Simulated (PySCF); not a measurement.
Consider BAs (triplet).

```xyz
2

B     0.0000    0.0000   -1.6104
As    0.0000    0.0000    0.2366
```

Level of theory: PBE0/x2c-SVPall, spin-free X2C-1e, Gaussian nucleus, at a bond length of 1.847 Å in PySCF 2.14.0.

**What can the converged electron density, electron localisation function and spin density tell about the bonding?**

B–As (1.85 Å): the density is about 0.99 e/Å³ at the midpoint; the ELF peaks at about 0.85 between the atoms, as expected for a covalent bond.
The unpaired spin (2 electrons) lies mostly on B1 (about 1.2) and As2 (about 0.8), in electrons by Hirshfeld's partition.

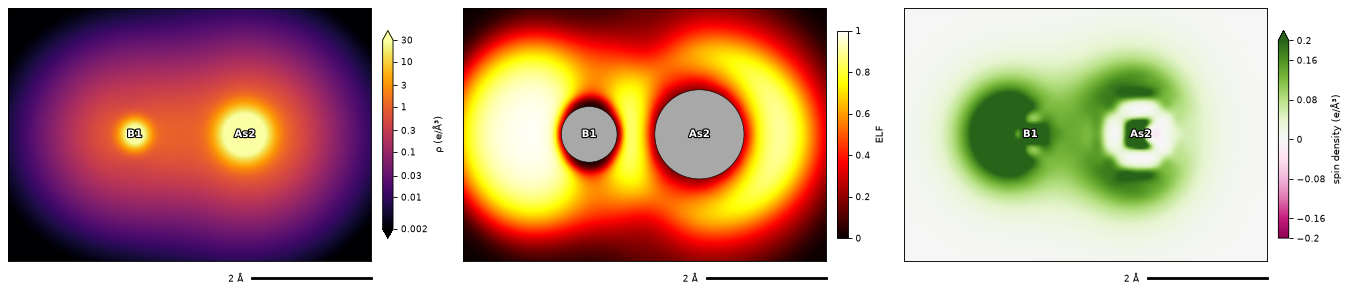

Computed electron density, electron localisation function and spin density on a plane that holds the molecular axis, in this order. Grey discs cover the atomic cores in the ELF map. 
